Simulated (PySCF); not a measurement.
System: C5H14OSi3.

```xyz
23

C     3.5378    0.5666    1.5815
C     2.8434   -0.0990    0.8696
C     2.0181   -0.8920   -0.0150
C     0.8708   -0.0766   -0.6267
C     0.1251   -0.9341   -1.6469
Si   -0.3211    0.5868    0.7231
Si   -1.4117   -1.1255    1.8187
O    -1.4492    1.5008   -0.0245
Si   -2.5588    1.9504   -1.1100
H     4.1449    1.1455    2.2110
H     1.6115   -1.7395    0.5465
H     2.6545   -1.2936   -0.8122
H     1.3129    0.7740   -1.1587
H    -0.2943   -1.8214   -1.1721
H    -0.6908   -0.3689   -2.0942
H     0.7910   -1.2606   -2.4465
H     0.3852    1.5871    1.5328
H    -0.5168   -2.2576    2.1015
H    -1.9662   -0.7286    3.1166
H    -2.5344   -1.7007    1.0633
H    -3.4215    0.7975   -1.3768
H    -1.8589    2.3670   -2.3253
H    -3.2762    3.0493   -0.4727
```

Geometry: GFN2-xTB.

The calculation used PBE0/pcSseg-1, SCF density, gas phase, non-relativistic (PySCF).

**Predict the electron density and electron localisation function between the atoms.**

C–C (1.20 Å): ρ at the midpoint is about 2.7 e/Å³; the ELF peaks at about 0.80 between the atoms: a short, multiple covalent bond.
C–H (1.05 Å): ρ at the midpoint is about 2.1 e/Å³; the ELF climbs to about 1 towards the hydrogen, as it does in any bond to H (an ordinary covalent bond to hydrogen).

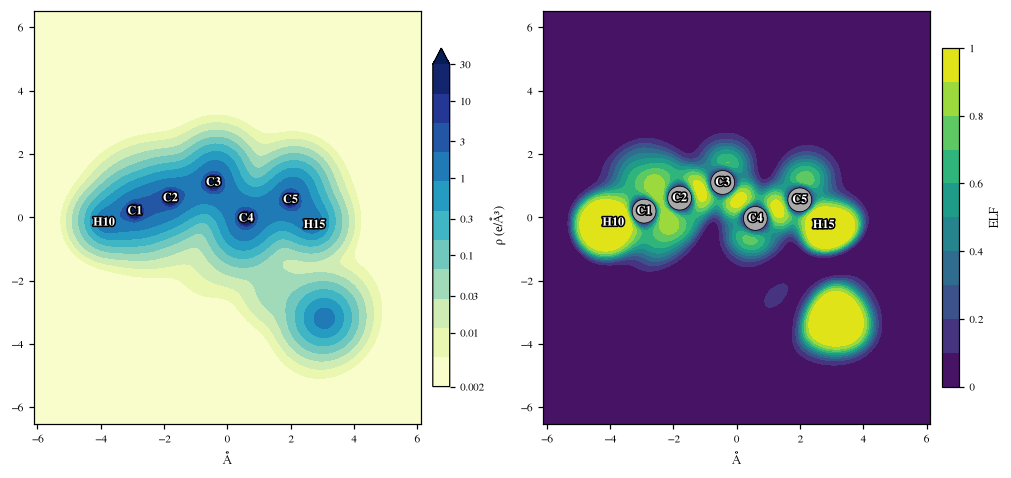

Computed electron density and electron localisation function on the plane of atoms C2, C3 and C4, in this order. Grey discs cover the atomic cores in the ELF map. 
